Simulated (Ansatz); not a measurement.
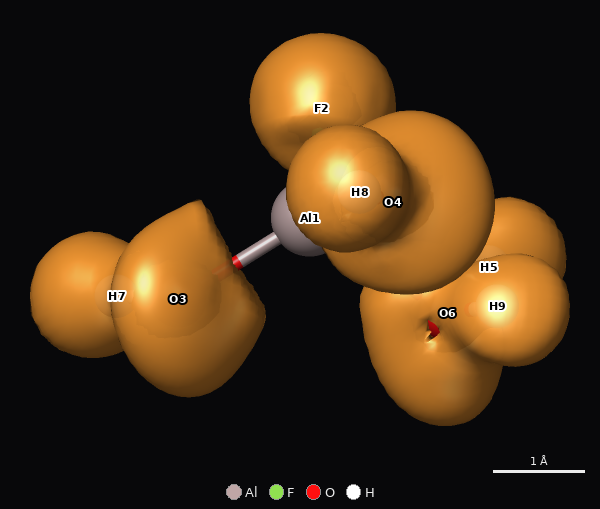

The picture shows: AlFH4O3. Isosurface of the ELF at 0.75 (orange), seen from one side. Only the valence region is drawn (cores and ρ < 0.01 e/Å³ removed).

These are results of RKS B3LYP/def2-SVP (Ansatz), not measurements.

```csv
atom,x (Å),y (Å),z (Å)
Al,-0.4102,0.2738,-0.0562
F,-0.0922,1.7583,-0.7860
O,-1.7114,-0.6597,-0.6496
O,0.0414,0.0784,1.6019
H,1.9230,0.1999,-0.8854
O,1.3586,-0.4932,-0.5058
H,-2.1775,-0.4659,-1.4666
H,-0.5732,-0.0691,2.3245
H,1.6413,-0.6226,0.4231
```

Describe the localisation domains.

Answer. At this value the surface marks out one region wrapped around F (its valence shell) and three joined regions spread over several atoms (H, O), in which their bonds and any lone pairs are merged. Along the contacts the grid gives the following. Al–F (1.68 Å): the ELF peaks at about 0.85 in the valence shell of F, 0.5 Å from its nucleus, and is about 0.30 at the midpoint. Al–O (1.71 Å): the ELF peaks at about 0.85 in the valence shell of O, 0.6 Å from its nucleus, and is about 0.40 at the midpoint.
